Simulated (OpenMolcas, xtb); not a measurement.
# A ladder of methods for BHSF2 (SMILES FB(F)S)

BHSF2: 5 atoms, total charge 0, spin state singlet. SMILES: `FB(F)S`. The coordinates come from a GFN2-xTB relaxation.

Quantity: the dipole moment, in D. The values are calculated.

```
                             level            kind     program  value (D)   CPU time
                          GFN2-xTB  semi-empirical         xtb       1.49  under 2 s
                          GFN0-xTB  semi-empirical         xtb       1.25  under 2 s
                          GFN1-xTB  semi-empirical         xtb       1.86  under 2 s
                         HF/STO-3G    Hartree–Fock  OpenMolcas       0.84      1.9 s
                          HF/3-21G    Hartree–Fock  OpenMolcas       1.45      2.2 s
                        HF/pcseg-0    Hartree–Fock  OpenMolcas       1.74      3.7 s
                       HF/def2-SVP    Hartree–Fock  OpenMolcas       1.50      3.8 s
                      PBE/def2-SVP             GGA  OpenMolcas       1.33       13 s
                       TPSS/STO-3G        meta-GGA  OpenMolcas       0.74      8.4 s
B3LYP/6-31G* (spherical functions)   global hybrid  OpenMolcas       1.17       14 s
```

The values span 0.74 to 1.86 D. Magnitudes only: a small dipole may point the other way at some levels. Sets without polarisation functions give poor dipoles. CPU times are rough (shared hosts, several kinds of processor): they show what a rung costs within a factor of a few.

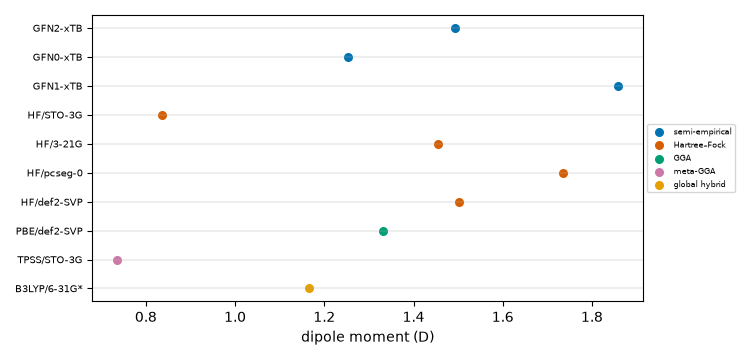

The values of the table, level by level.
